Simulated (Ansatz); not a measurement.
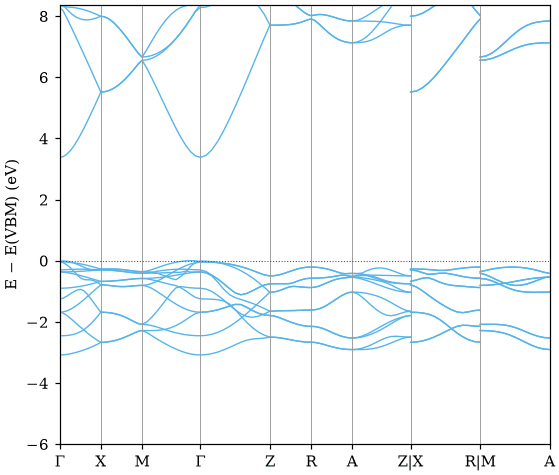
Figure: Band structure from PBE (plane waves, PAW; program Ansatz)

Read off the gap and where the band edges lie.

About 3.4 eV (3.38 eV by a search for the band edges); maximum on the M–Γ line, 84 % of the way from M, minimum at Γ.

Which compound is it?
A) MgO, P4_2/mnm (Mg on 4g, O on 4f)
B) TlBr, P4_2/mmc (Tl on 2c, Br on 2e)
C) GaN, P4_2/mnm (Ga on 4g, N on 4f)
D) PbO, P4/nmm (Pb on 2c, O on 2a)

A, MgO, P4_2/mnm (Mg on 4g, O on 4f)

The start of the workflow was typed in or built on a structure type; neither database checked (COD, Materials Project) lists it. It is not the phase usual at ambient conditions (space group No. 225). The cell was relaxed with PBE under the symmetry of its start; whether a distortion lowers the energy is not shown.

Potentials: the later of the program's two PAW sets.
